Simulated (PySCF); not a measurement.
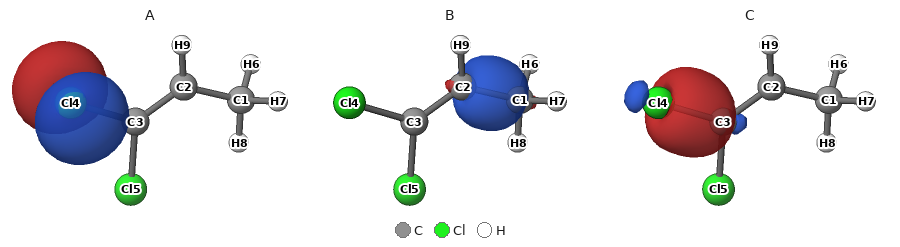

C3H4Cl2, SMILES `CC=C(Cl)Cl`. Intrinsic bond orbitals (IBO), occupied; each surface holds about 80 % of the orbital's density. Energies are diagonal elements of the Fock matrix.

PySCF calculation, HF/def2-SVPD, gas phase; geometry: GFN2-xTB. No frequency check shows the geometry to be a minimum. GFN2-xTB bond lengths at metals and heavier atoms can be off by up to 0.1 Å and shapes distorted, which carries into these values.

Q: What does each orbital represent in a Lewis picture?

A: By panel:
- A: lone pair on Cl4 (p-type) (Cl4 98 %; −13.0 eV)
- B: σ bond C2–C1 (C2 51 %, C1 48 %; −21.0 eV)
- C: σ bond Cl4–C3 (Cl4 55 %, C3 45 %; −23.2 eV)

Q: How do all the valence pairs divide up?

A: 15 pairs: 8 σ bonds, 6 lone pairs and 1 two-centre π bond.
